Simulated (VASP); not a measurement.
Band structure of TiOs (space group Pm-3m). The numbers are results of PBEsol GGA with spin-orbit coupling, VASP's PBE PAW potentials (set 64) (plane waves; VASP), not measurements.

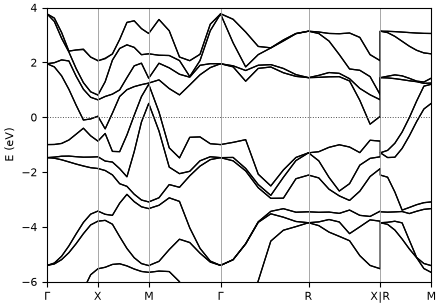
Fig. 1. Bands along high-symmetry lines, zero at the valence-band maximum or, without a gap, the Fermi level

Task: Read the plot: is there a gap, and where are the band edges?

Result: It has no gap at this level: it comes out as a metal or semimetal.

The structure comes from a measured TiOs entry (Pm-3m) of the Crystallography Open Database, whose conditions weren't checked. It was relaxed first.
